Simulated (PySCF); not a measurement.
SMILES C[Si](C)(C)/C=C/[SiH2]Cl at its GFN2-xTB optimised geometry (Å):

```
21

Si     2.8556    -1.0943     0.8974
Cl     3.5168    -2.0818     2.5367
C      0.9751    -1.1162     0.9301
C      0.1942    -0.5677     0.0000
Si    -1.7030    -0.5677     0.0000
C     -2.3012    -1.4419    -1.5884
C     -2.3721    -1.4749     1.5365
C     -2.3001     1.2457     0.0000
H      3.3813     0.2697     0.9590
H      3.3841    -1.7842    -0.2797
H      0.4958    -1.6110     1.7677
H      0.6787    -0.0741    -0.8357
H     -3.3852    -1.4446    -1.6516
H     -1.9674    -2.4746    -1.6233
H     -1.9232    -0.9452    -2.4769
H     -2.0406    -0.9974     2.4537
H     -3.4580    -1.4817     1.5472
H     -2.0398    -2.5083     1.5624
H     -1.9228     1.7842    -0.8641
H     -1.9649     1.7743     0.8873
H     -3.3841     1.3030    -0.0268
```

Level of theory: PBE0/def2-SVP run with PySCF. Cells within 0.4 Å of a nucleus heavier than hydrogen are left out (blank, or x).

Map of the HOMO amplitude (bohr^(-3/2)) on the plane z = 0.0 Å; orbital energy -7.81 eV, overall sign arbitrary:

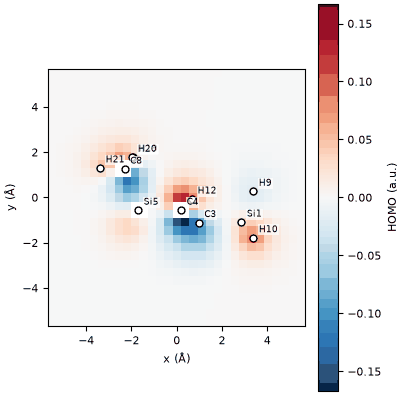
Figure: HOMO amplitude (bohr^(-3/2)) on the plane z = 0.0 Å.
